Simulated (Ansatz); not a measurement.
Breaking the Se3–H4 bond in BeH2Se (SMILES [BeH][SeH]) (multiplicity 1 held, fragments rigid). Energies count from the point at 1.475 Å.
Geometry at that point (charge 0, multiplicity 1):
```csv
atom,x (Å),y (Å),z (Å)
Be,-0.6897,-0.7607,-1.4180
H,-1.2093,-1.3411,-2.4906
Se,0.0918,0.1603,0.2240
H,0.8465,-1.0648,0.5466
```

R- and RO- levels are restricted; in cc, def2 and unpolarised 6-31G sets they are followed outwards from rest. U- levels take the lowest unrestricted solution at each point, which mixes spins at long bonds. Active spaces are followed from a long bond inwards. Levels need not reach the same state.

Cores are frozen in the correlated methods. Filled d and f shells under p-block atoms count as core.

Programs: Ansatz (a program for electronic structure) with Gaussian orbitals. Each number belongs to the level named beside it.

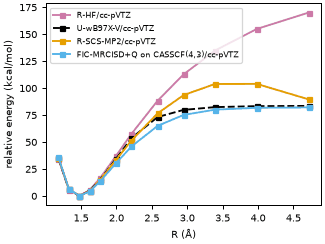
*Relative energy along the coordinate*

Q: Read off the R-HF/cc-pVTZ curve at R = 2.581.

A: about 88 kcal/mol

Doubts at one or more of the structures used: a restricted determinant that unrestricted orbitals would lower (R-HF/cc-pVTZ, R-SCS-MP2/cc-pVTZ); a spin-contaminated determinant (U-wB97X-V/cc-pVTZ); active orbitals that take no part (FIC-MRCISD+Q on CASSCF(4,3)/cc-pVTZ).
